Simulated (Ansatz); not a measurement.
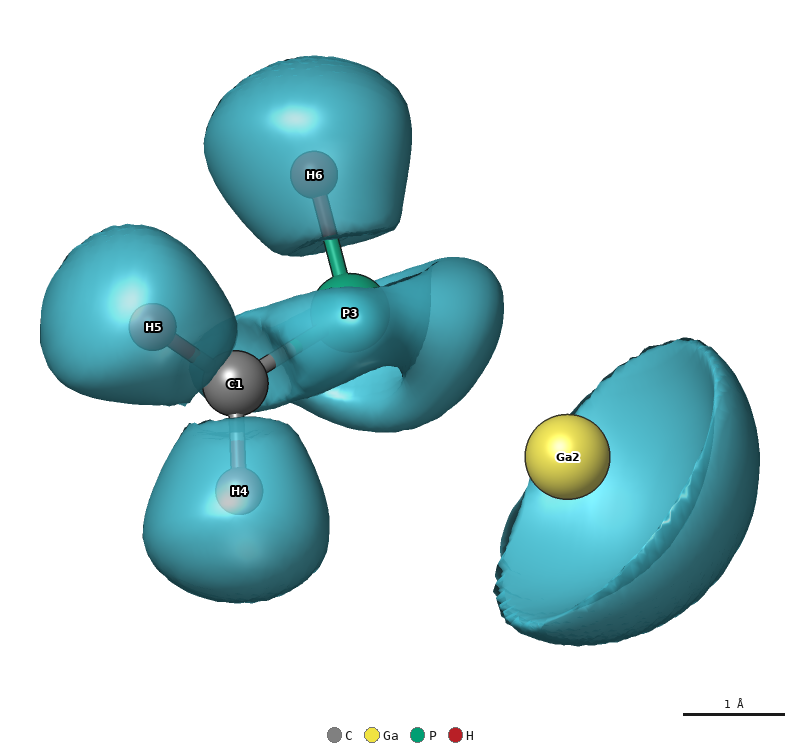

*CH3GaP (charge +1). Isosurface of the ELF at 0.75 (cyan), seen at a tilt. Only the valence region is drawn (cores and ρ < 0.01 e/Å³ removed).*

Geometry: B3LYP-D3(BJ)/def2-SVP.

These are results of Ansatz 0.2.0, isolated molecule in a Gaussian basis; Kohn-Sham density functional theory, functional PBE0, not measurements.

The calculation's input:

```
crystal:
  periodic: [false, false, false]
  atoms:
    - {symbol: C, position_ang: [-0.223772, 1.975312, 1.328097]}
    - {symbol: Ga, position_ang: [0.640083, -1.865827, 0.447003]}
    - {symbol: P, position_ang: [1.017779, 0.877488, 1.181119]}
    - {symbol: H, position_ang: [-1.260439, 1.674514, 1.143184]}
    - {symbol: H, position_ang: [-0.062014, 3.021714, 1.609608]}
    - {symbol: H, position_ang: [2.201049, 1.604400, 1.488416]}
basis:
  gaussian: {orbitals: def2-TZVPD}
output: {forces: true, orbitals: {seedname: orbitals}}
total_charge: 1
hamiltonian: {xc: {name: PBE0}}
```

Launched as:

```sh
ansatz run input.yaml --threads 2 --pin off --max-ram 4350MiB --events-out events.jsonl --progress --plain --runs-dir runs
```

What do the ELF domains correspond to?

At this value the surface marks out three regions around hydrogen nuclei, one region on P in which the atom's valence shell and bonds are merged and one lobe on Ga, pointing away from the bonds (lone pairs). Profiles from the grid: C–P (1.66 Å): the ELF peaks at about 0.90 between the atoms, as expected for a covalent bond. Ga–P (2.86 Å): the ELF peaks at about 0.95 in the valence shell of P, 1.0 Å from its nucleus, and is about 0.65 at the midpoint.
